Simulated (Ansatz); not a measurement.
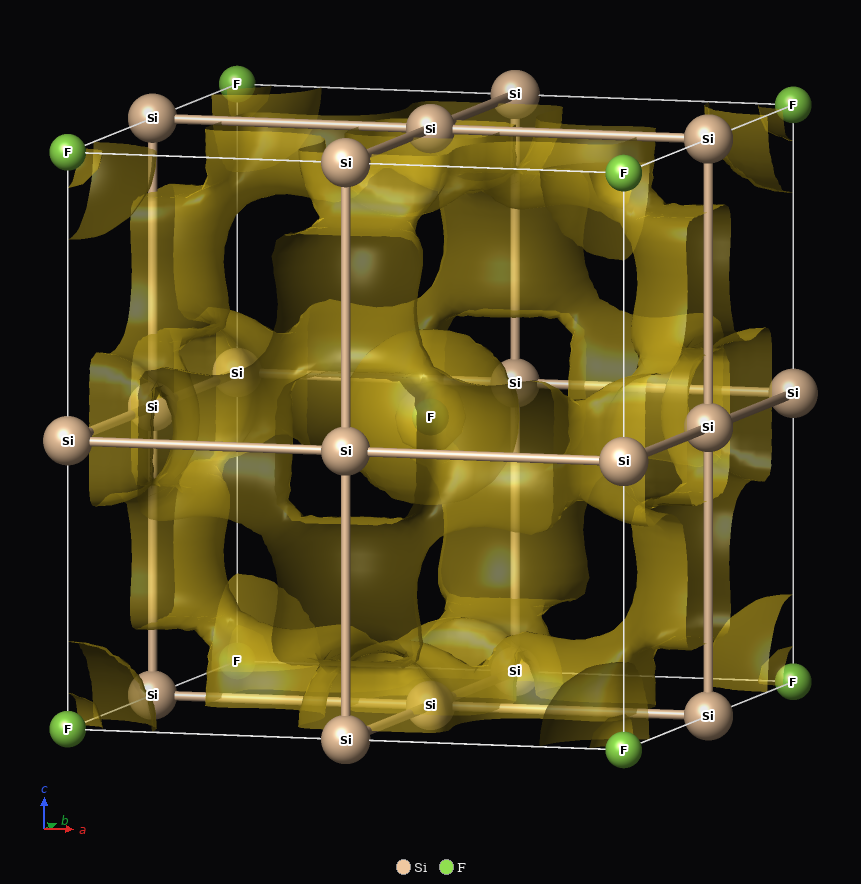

Si$_{3}$F. Isosurface of the electron localisation function at 0.7 (yellow), seen slightly off an axis. Core shells and regions of very low density are left out. Sticks mark near contacts.

Space group Im-3m; a structure generated by program, which may or may not match a known phase; computed without spin polarisation.

Level of theory: DFT PBE, scalar-relativistic, plane waves, PAW in Ansatz.

In a PAW calculation such maps are meaningful between the atoms, not at the nuclei.

```
CELL_PARAMETERS angstrom
4.92635 0.00000 0.00000
0.00000 4.92635 0.00000
0.00000 0.00000 4.92635
ATOMIC_POSITIONS crystal
Si 0.50000 0.00000 0.00000
Si 0.00000 0.50000 0.50000
Si 0.00000 0.50000 0.00000
Si 0.50000 0.00000 0.50000
Si 0.00000 0.00000 0.50000
Si 0.50000 0.50000 0.00000
F 0.00000 0.00000 0.00000
F 0.50000 0.50000 0.50000
```

Q: What do the ELF domains correspond to?

A: At this value the surface marks out two regions wrapped around F (the valence shell of each) and one network that runs through the whole crystal, counted in one cell of 8 atoms. Any copies at cell faces, edges or corners count once. Along the contacts the grid gives the following. Si–Si (2.46 Å): the ELF peaks at about 0.90 between the atoms. Si–F (2.46 Å): the ELF is about 0.20 at the midpoint (no shared electron pair shows on this line).
